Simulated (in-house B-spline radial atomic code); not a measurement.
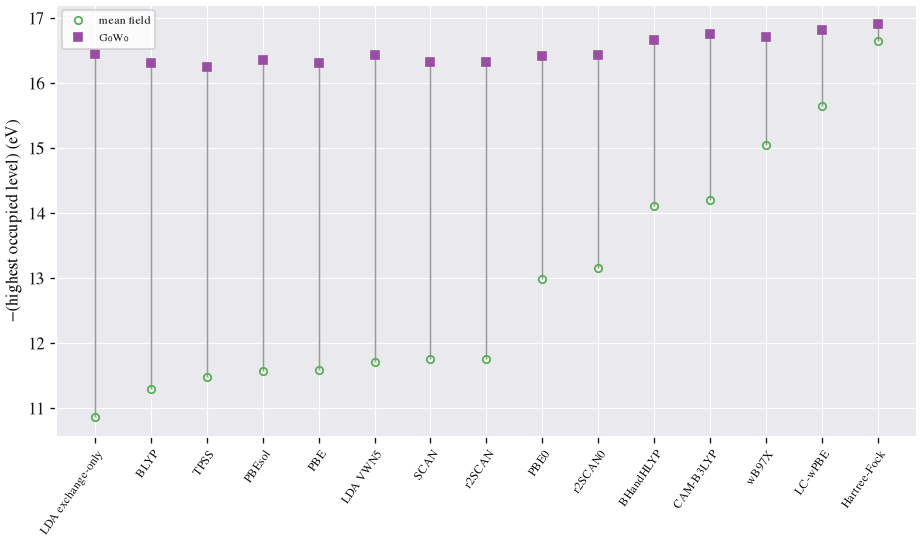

Binding energy of the highest level (4d↑) of an atom or ion with the configuration [Kr] 4d⁵, on 15 mean-field starts and after G₀W₀. All-electron spherical atom, non-relativistic, no spin-orbit coupling, Breit or QED terms; computed with a B-spline radial code.

### Which atom or ion is it?

Mo II (Mo⁺). The mean-field values spread from 10.86 eV (LDA exchange-only) to 16.65 eV (Hartree-Fock); after G₀W₀ they lie between 16.25 eV (TPSS) and 16.90 eV (Hartree-Fock), so the spread shrinks from 5.79 to 0.65 eV.
